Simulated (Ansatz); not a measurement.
CHClGe (SMILES Cl[CH]=[Ge])

The calculation's input:

```
crystal:
  periodic: [false, false, false]
  atoms:
    - {symbol: C, position_ang: [-0.161536, 0.339551, -0.121706]}
    - {symbol: Cl, position_ang: [0.628482, -0.362723, 1.299688]}
    - {symbol: Ge, position_ang: [-0.876193, -1.064543, -1.010743]}
    - {symbol: H, position_ang: [-0.064633, 1.416975, -0.173749]}
basis:
  gaussian: {orbitals: def2-TZVPD}
hamiltonian: {xc: pbe0}
output: {forces: true, orbitals: {seedname: orbitals}}
```

Launched as:

```sh
ansatz run input.yaml --threads 2 --pin off --max-ram 4350MiB --events-out events.jsonl --progress --plain --runs-dir runs
```

Geometry: r2SCAN-D4/def2-TZVP.

These are results of Ansatz, isolated molecule in a Gaussian basis; Kohn-Sham density functional theory, functional PBE0, not measurements.

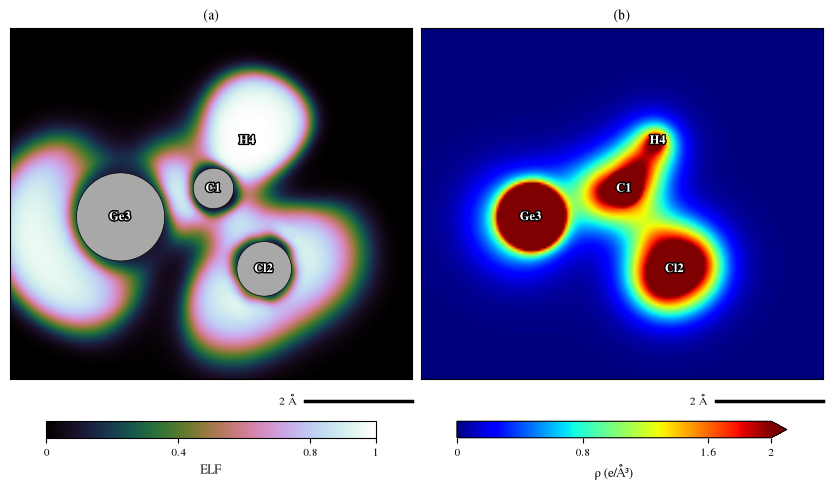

Figure 1. (a) electron localisation function; (b) total electron density on the molecular plane. Grey discs cover the atomic cores in the ELF map.

> Interpret the plot.

The plane passes through C, Cl, Ge and H nuclei.
C–Cl (1.77 Å): the density is about 1.3 e/Å³ at the midpoint; the ELF peaks at about 0.85 between the atoms, as expected for a covalent bond.
C–Ge (1.81 Å): ρ is about 1.1 e/Å³ halfway; the ELF peaks at about 0.90 in the valence shell of C, 0.7 Å from its nucleus, and is about 0.50 at the midpoint.
C–H (1.08 Å): ρ is about 2.1 e/Å³ halfway; the ELF climbs to about 1 towards the hydrogen, as it does in any bond to H: a covalent bond by its length.
The ELF also peaks beside Cl2, away from the bonds: lone-pair regions.

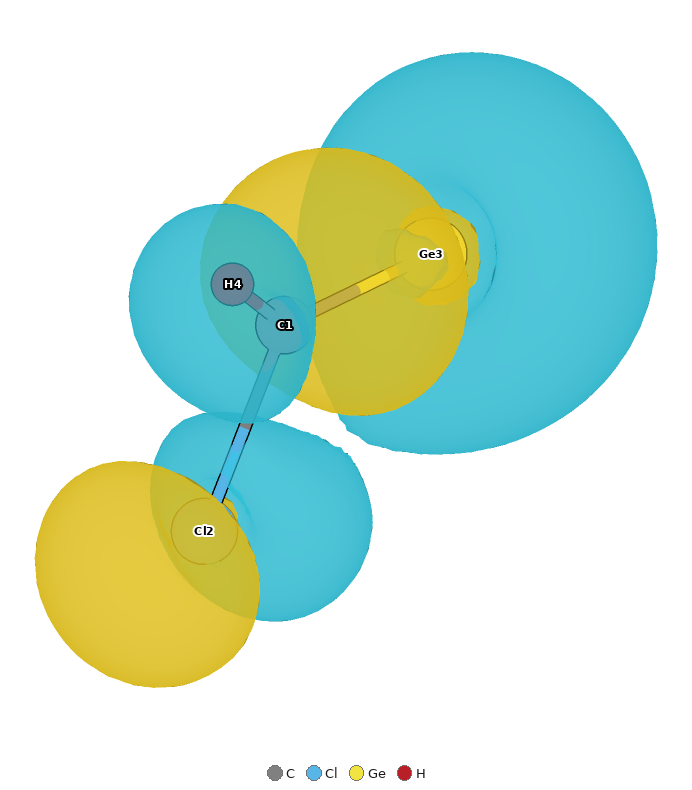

Figure 2. The HOMO−1 at ±0.1 Å⁻³ᐟ² (yellow and cyan are the two phases), seen at an oblique angle.

> Where does this orbital lie, and at what energy?

It lies mainly on Ge3 (about 50 %), C1 (about 25 %) and Cl2 (about 20 %); it is symmetric in the molecular plane (an in-plane orbital: σ, lone-pair or in-plane π type). Its energy is −7.93 eV.
